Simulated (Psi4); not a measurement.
# OMP2/def2-SVP (density fitting for correlation) run of TiHCl3O (SMILES Cl[Ti](Cl)(Cl)O)

Wanted: the energy of TiHCl3O. Input form: a Python script.

The calculation is run with Psi4 1.11.

4 further runs of the same task are left out: 4 that didn't finish.

## 1. The molecule

The species is TiHCl3O (6 atoms), meant as a singlet with charge 0. SMILES: `Cl[Ti](Cl)(Cl)O`. Geometry: relaxed at PBE0-D4/def2-TZVP.

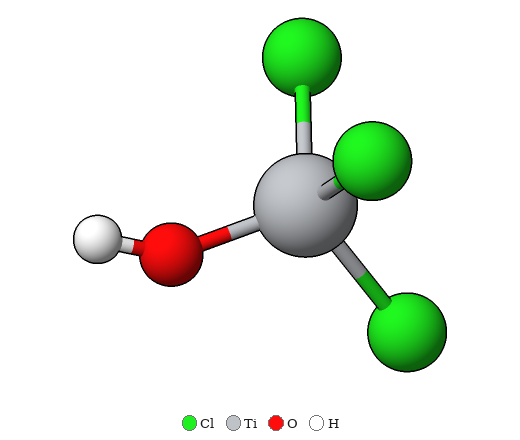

Viewed from a chosen angle; chlorine green, titanium light grey, oxygen red, hydrogen white.

## 2. A single-point energy at OMP2/def2-SVP (density fitting for correlation)

Contents of cl3hoti.xyz:

```xyz
6
Cl3HOTi
Cl    -1.629250    -0.831330     1.360800
Ti    -0.080580    -0.347470    -0.093680
Cl     1.757320    -1.362960     0.488070
Cl    -0.693400    -0.978720    -2.087950
O      0.191890     1.375840    -0.087440
H      0.454040     2.144630     0.420190
```

Contents of run.py:

```python
import psi4

psi4.set_memory('2200 MB')
psi4.set_num_threads(1)
psi4.core.set_output_file('cl3hoti.out', False)

with open('cl3hoti.xyz') as f:
    atoms = ''.join(f.readlines()[2:])
geom = psi4.geometry('0 1\n' + atoms + 'symmetry c1')

psi4.set_options({
    'basis': 'def2-SVP',
    'puream': True,
    'e_convergence': 1e-09,
    'd_convergence': 1e-08,
    'scf_type': 'pk',
    'num_frozen_docc': 21,
})

result, w = psi4.energy('omp2', return_wfn=True)
print(f'total energy {result:.8f} hartree = {result * 27.211386:.5f} eV')
for k, v in sorted(psi4.core.scalar_variables().items()):
    print(f'{k:45s} {v:18.10f}')
```

Command:

```
python run.py
```

**Question.** What will come out? Wanted: total energy; HOMO energy; LUMO energy; HOMO–LUMO gap; correlation energy.

Answer, from the run:

At OMP2/def2-SVP (density fitting for correlation), 21 core orbitals frozen:

```
                                    quantity           value
                                total energy  -2302.91625 Eh
         HOMO energy (Hartree–Fock orbitals)       -12.41 eV
         LUMO energy (Hartree–Fock orbitals)         0.43 eV
       HOMO–LUMO gap (Hartree–Fock orbitals)        12.84 eV
correlation energy (21 core orbitals frozen)      -941.3 mEh
```
